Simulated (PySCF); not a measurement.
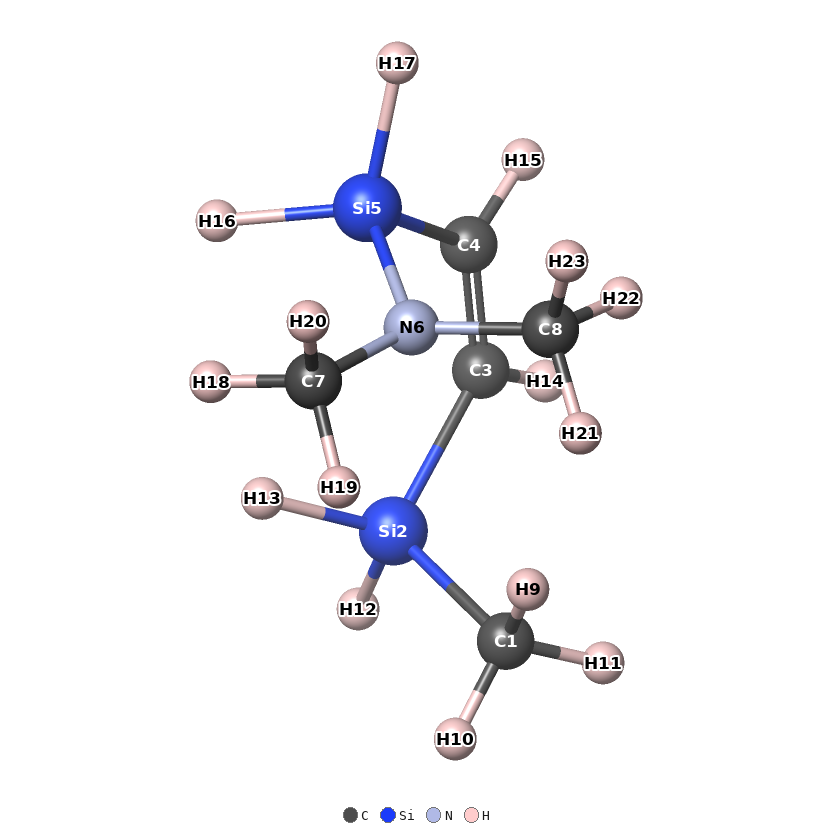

The computed structure is the end point of a PBE0-D3(BJ)/def2-SVP optimisation. No frequency run is at hand to confirm it as a minimum. Properties computed with delta-SCF UKS SCAN, pcX-2 on the ionised atom, pcseg-1 elsewhere, spin-free X2C (PySCF 2.14.0).

Give the core-electron binding energies (to vacuum; p and d levels without spin–orbit splitting) of C1 1s, Si2 1s, Si2 2p, C3 1s, C4 1s, Si5 1s, Si5 2p, N6 1s, C7 1s.

```tsv
atom	level	binding energy (eV)
C1	1s	289.9
Si2	1s	1845.9
Si2	2p	106.3
C3	1s	289.8
C4	1s	289.7
Si5	1s	1846.2
Si5	2p	106.6
N6	1s	404.1
C7	1s	291.4
```
